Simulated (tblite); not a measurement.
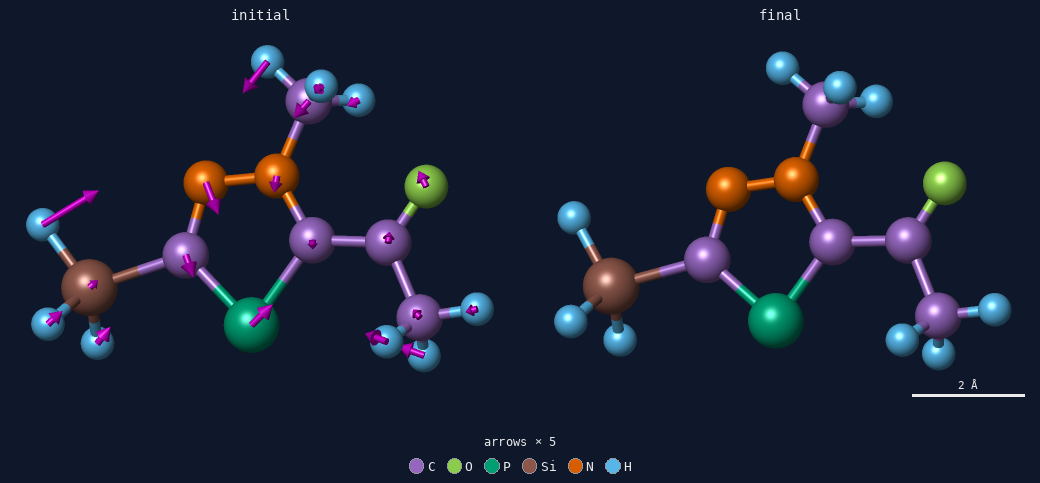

The structure of C5H9N2OPSi before (left) and after (right) a relaxation, at one scale. The purple arrows give the displacements, magnified 5 times.

The picture is a ball-and-stick view, seen at a tilt.

The calculation used tblite, GFN2-xTB geometry optimisation, gas phase. 

**What changed between the two?**

An H atom moves most after the best rigid fit: 0.24 Å. Largest moves by element: H 0.24 Å, N 0.13 Å, P 0.11 Å, C 0.09 Å, O 0.07 Å, Si 0.04 Å. Some distances before and after: C–P 1.879 → 1.745 Å, C–P 1.831 → 1.766 Å, N–N 1.364 → 1.308 Å, H–Si 1.502 → 1.466 Å. Bond angles that change, for instance: P–C–Si 118.9° → 126.8°, P–C–N 119.7° → 113.7°, C–Si–H 112.6° → 107.9°. Over 45 geometry steps the energy falls by 13.3 kcal/mol.
